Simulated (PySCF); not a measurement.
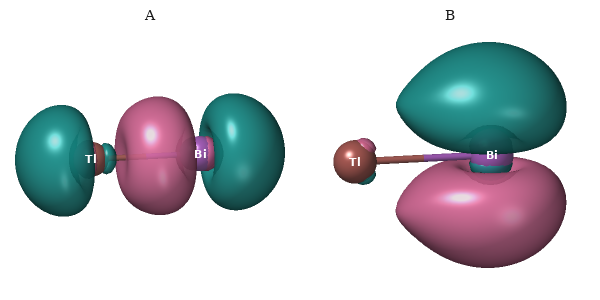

Figure 1: TlBi (triplet). Two frontier α-spin orbitals, each drawn at the value that holds 80 % of its norm (teal and pink are the two phases), in no order; of a degenerate pair one member is drawn.

Core potentials replace the inner electrons of Tl and Bi.

These are results of PBE0/cc-pVDZ(-PP), non-relativistic Hamiltonian with scalar-relativistic core potentials where named, at a bond length of 3.092 Å (PySCF 2.14.0), not measurements.

Q: Name the orbitals and rank them from lowest to highest energy.

A: Orbital B: π, occupied in this spin, −5.58 eV; mainly on Bi (90 %).
Orbital A: σ, occupied in this spin, −5.12 eV; shared between the atoms (Tl 35 %, Bi 65 %).
